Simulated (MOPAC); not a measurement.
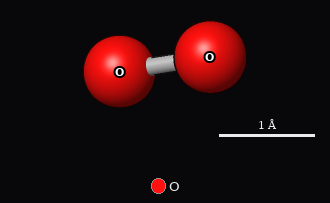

*The structure as given in the input (ball-and-stick view, seen at a tilt).*

Bond lengths as drawn: O–O 1.11 Å.

## Geometry relaxation of O2 (charge +1)

O2, charge +1, multiplicity 2, computed with PM6-D3H4, unrestricted, dispersion D3H4 (MOPAC 23.2.5).

The starting geometry was optimised with PM6-D3H4.

**Input (input.mop)**
```
PM6-D3H4 DISP CHARGE=1 CYCLES=300 GNORM=0.05 AUX(PRECISION=9) THREADS=1
O2 optimise

O      0.468628 +1    -0.144036 +1     0.235656 +1
O     -0.484264 +1     0.140328 +1    -0.247018 +1
```

Machine: 1 thread of AMD EPYC (Zen 5), 128 GiB of memory available, shared host.

Launched with:
```bash
mopac input.mop
```

**The program's output**
```
MOPAC v23.2.5
PM6-D3H4 CALCULATION RESULTS

 *  PM6-D3H4   - CORRECT DISPERSION AND HYDROGEN BOND TERMS USING THE D3H4 METHOD
 *
 *
 *
 *                 CHARGE ON SYSTEM = +1
 *
 *
 *
 *  THREADS=1  - MULTI-THREADING NOT USED
 *  CYCLES=    - DO A MAXIMUM OF 300 STEPS
 *  GNORM      - EXIT WHEN GRADIENT NORM DROPS BELOW 0.050
 *  AUX        - OUTPUT AUXILIARY INFORMATION
 *  DISP       - PRINT DISPERSION AND HYDROGEN BOND ENERGIES
PM6-D3H4 DISP CHARGE=1 CYCLES=300 GNORM=0.05 AUX(PRECISION=9) THREADS=1
 O2 optimise

   ATOM   CHEMICAL          X               Y               Z
  NUMBER   SYMBOL      (ANGSTROMS)     (ANGSTROMS)     (ANGSTROMS)

     1       O          0.46862800  *  -0.14403600  *   0.23565600  *
     2       O         -0.48426400  *   0.14032800  *  -0.24701800  *

          CARTESIAN COORDINATES

    NO.       ATOM           X           Y           Z

     1         O          0.4686     -0.1440      0.2357
     2         O         -0.4843      0.1403     -0.2470

           Empirical Formula: O2  =     2 atoms

      MOLECULAR POINT GROUP   :   D*h

          UHF CALCULATION, NO. OF ALPHA ELECTRONS =    6
                           NO. OF BETA  ELECTRONS =    5

          Geometry optimization using EF

          DIAGONAL MATRIX USED AS START HESSIAN
```

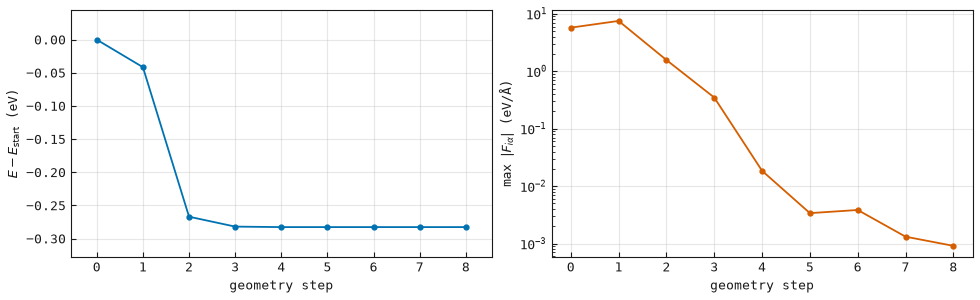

*Progress of the relaxation, step by step (steps are counted from 0).*

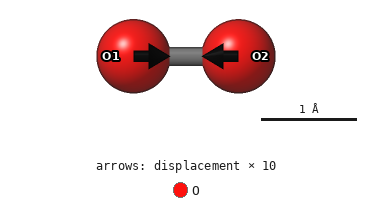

*The starting structure with the displacements as black arrows, magnified 10 times (ball-and-stick view, seen at a tilt). The two geometries are laid on each other by the best rigid fit.*

The largest moves after the best rigid fit, 0.039 Å, are those of O1 and O2. Distances before and after: O1–O2 1.105 → 1.027 Å. After 8 geometry steps the energy has fallen by 0.283 eV. The largest force component goes from 5.7 to 0.00091 eV/Å. (Atoms are counted from 1 in the order of the input.)

```
 CYCLE:     1 TIME:   0.008 TIME LEFT:  2.00D  GRAD.:   216.984 HEAT:  230.7142
 CYCLE:     2 TIME:   0.000 TIME LEFT:  2.00D  GRAD.:   280.069 HEAT:  229.7578
 CYCLE:     3 TIME:   0.000 TIME LEFT:  2.00D  GRAD.:    58.563 HEAT:  224.5590
 CYCLE:     4 TIME:   0.000 TIME LEFT:  2.00D  GRAD.:    13.006 HEAT:  224.2148
 CYCLE:     5 TIME:   0.000 TIME LEFT:  2.00D  GRAD.:     0.712 HEAT:  224.1979
 CYCLE:     6 TIME:   0.000 TIME LEFT:  2.00D  GRAD.:     0.113 HEAT:  224.1978
 CYCLE:     7 TIME:   0.008 TIME LEFT:  2.00D  GRAD.:     0.147 HEAT:  224.1978
 CYCLE:     8 TIME:   0.000 TIME LEFT:  2.00D  GRAD.:     0.063 HEAT:  224.1978
 CYCLE:     9 TIME:   0.000 TIME LEFT:  2.00D  GRAD.:     0.031 HEAT:  224.1978

     GRADIENT =  0.03121 IS LESS THAN CUTOFF =  0.05000

 -------------------------------------------------------------------------------
 PM6-D3H4 DISP CHARGE=1 CYCLES=300 GNORM=0.05 AUX(PRECISION=9) THREADS=1
 O2 optimise

     GEOMETRY OPTIMISED USING EIGENVECTOR FOLLOWING (EF).
     SCF FIELD WAS ACHIEVED

                              PM6-D3H4 CALCULATION

          FINAL HEAT OF FORMATION =        224.19783 KCAL/MOL =     938.04374 KJ/MOL

          TOTAL ENERGY            =     -13137.54205 KCAL/MOL = ELECTRONIC ENERGY + CORE-CORE REPULSION
          ENERGY OF ATOMS         =      13361.73989 KCAL/MOL
                              SUM =        224.19783 KCAL/MOL
          DISPERSION ENERGY       =         -0.00000 KCAL/MOL
                              SUM =        224.19783 KCAL/MOL = FINAL HEAT OF FORMATION

          TOTAL ENERGY            =       -569.69774 EV
          ELECTRONIC ENERGY       =       -909.32826 EV
          CORE-CORE REPULSION     =        339.63052 EV
          COSMO AREA              =         48.40 SQUARE ANGSTROMS
          COSMO VOLUME            =         30.69 CUBIC ANGSTROMS

          GRADIENT NORM           =          0.03121          =       0.02207 PER ATOM
          IONIZATION POTENTIAL    =         18.485533 EV
          ALPHA SOMO LUMO (EV)    =        -18.486-10.145
          BETA  SOMO LUMO (EV)    =        -24.237 -9.263
          NO. OF ALPHA ELECTRONS  =          6
          NO. OF BETA  ELECTRONS  =          5
          MOLECULAR WEIGHT        =         31.9988         POINT GROUP:  D*h

          MOLECULAR DIMENSIONS (Angstroms)

            Atom       Atom       Distance
            O     2    O     1     1.02730
            O     2    O     1     0.00000
            O     2    O     1     0.00000

          SCF CALCULATIONS        =         11

          WALL-CLOCK TIME         =      0.023 SECONDS
          COMPUTATION TIME        =      0.011 SECONDS

   ATOM   CHEMICAL          X               Y               Z
  NUMBER   SYMBOL      (ANGSTROMS)     (ANGSTROMS)     (ANGSTROMS)

     1       O          0.44101100  *  -0.13229239  *   0.20733829  *
     2       O         -0.45664700  *   0.12858439  *  -0.21870029  *

                             CARTESIAN COORDINATES

   1    O        0.441011004    -0.132292393     0.207338295
   2    O       -0.456647004     0.128584393    -0.218700295

           Empirical Formula: O2  =     2 atoms

      MOLECULAR POINT GROUP   :   D*h

          ALPHA EIGENVALUES
 -49.84149 -41.47956 -28.99915 -28.76823 -25.47506 -18.48553 -10.14547  -6.96633

           BETA EIGENVALUES
 -48.09050 -39.20790 -27.95340 -26.25114 -24.23698  -9.26294  -7.56068  -5.61108

              NET ATOMIC CHARGES AND DIPOLE CONTRIBUTIONS

  ATOM NO.   TYPE          CHARGE      No. of ELECS.   s-Pop       p-Pop
    1          O           0.500000        5.5000     1.89846     3.60154
    2          O           0.500000        5.5000     1.89846     3.60154
 DIPOLE           X         Y         Z       TOTAL
 POINT-CHG.    -0.000     0.000    -0.000     0.000
 HYBRID        -0.000     0.000    -0.000     0.000
 SUM           -0.000     0.000    -0.000     0.000

          ATOMIC ORBITAL ELECTRON POPULATIONS

     Atom    s        px        py        pz
    1  O   1.89846   1.13548   1.43751   1.02854
    2  O   1.89846   1.13548   1.43751   1.02854

                    (SZ)    =    0.500000
                    (S**2)  =    0.750722

          ATOMIC ORBITAL SPIN POPULATIONS

    Atom   Total    s     px     py     pz
         Atomic
    1  O  0.5000  0.008  0.052  0.430  0.010
    2  O  0.5000  0.008  0.052  0.430  0.010

 *                    *
 * JOB ENDED NORMALLY *
 *                    *

 TOTAL JOB TIME:             0.03 SECONDS

 == MOPAC DONE ==
```

**Trajectory as extended XYZ (Å, eV, eV/Å), 9 frames, from step=0 to step=8**
```
2
Properties=species:S:1:pos:R:3:forces:R:3 step=0 energy=10.00471
O     0.4686   -0.1440    0.2357   -5.7352   1.7122  -2.9057
O    -0.4843    0.1403   -0.2470    5.7352  -1.7122   2.9057
2
Properties=species:S:1:pos:R:3:forces:R:3 step=1 energy=9.96324
O     0.4145   -0.1237    0.1949    7.5072  -2.1668   3.5633
O    -0.4302    0.1200   -0.2063   -7.5072   2.1668  -3.5633
2
Properties=species:S:1:pos:R:3:forces:R:3 step=2 energy=9.73780
O     0.4484   -0.1352    0.2108   -1.5679   0.4663  -0.7409
O    -0.4640    0.1315   -0.2221    1.5679  -0.4663   0.7409
2
Properties=species:S:1:pos:R:3:forces:R:3 step=3 energy=9.72287
O     0.4425   -0.1327    0.2084   -0.3483   0.0970  -0.1683
O    -0.4581    0.1290   -0.2198    0.3483  -0.0970   0.1683
2
Properties=species:S:1:pos:R:3:forces:R:3 step=4 energy=9.72214
O     0.4409   -0.1324    0.2072    0.0185  -0.0033   0.0112
O    -0.4565    0.1287   -0.2186   -0.0185   0.0033  -0.0112
2
Properties=species:S:1:pos:R:3:forces:R:3 step=5 energy=9.72214
O     0.4409   -0.1323    0.2075    0.0006  -0.0002  -0.0034
O    -0.4566    0.1286   -0.2188   -0.0006   0.0002   0.0034
2
Properties=species:S:1:pos:R:3:forces:R:3 step=6 energy=9.72214
O     0.4410   -0.1324    0.2073   -0.0038   0.0022   0.0006
O    -0.4567    0.1287   -0.2187    0.0038  -0.0022  -0.0006
2
Properties=species:S:1:pos:R:3:forces:R:3 step=7 energy=9.72214
O     0.4410   -0.1323    0.2074    0.0013   0.0005  -0.0013
O    -0.4566    0.1286   -0.2187   -0.0013  -0.0005   0.0013
2
Properties=species:S:1:pos:R:3:forces:R:3 step=8 energy=9.72214
O     0.4410   -0.1323    0.2073    0.0009   0.0003  -0.0001
O    -0.4566    0.1286   -0.2187   -0.0009  -0.0003   0.0001
```

**Results in brief**

```tsv
quantity	value
outcome	converged
total energy	−20.936006 hartree
dispersion energy	0.000000 hartree
heat of formation	224.20 kcal/mol
basis functions	8
largest force	0.001 eV/Å
⟨S²⟩	0.751
peak memory	0.077 GiB
```

**Remarks**

MOPAC's energies along a path are heats of formation.
